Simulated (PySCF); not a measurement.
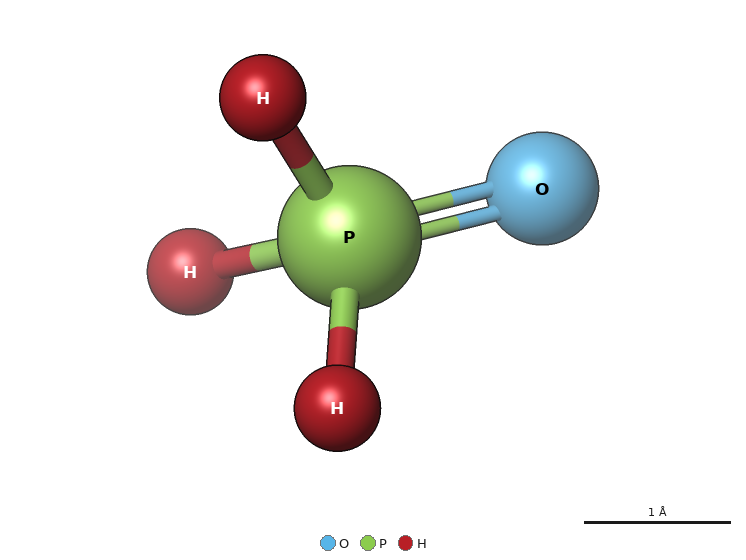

Distant atoms are faded towards the background colour. Computed geometry: PBE0-D3(BJ)/def2-SVP optimisation. No frequency run is at hand to confirm it as a minimum. Masses are those of the most abundant isotopes; constants are for the rigid equilibrium geometry.

Classify the rotor and give the rotational constants (cm⁻¹).

Answer. A prolate symmetric top (C3v): A = 3.49, B = C = 0.568 cm⁻¹.
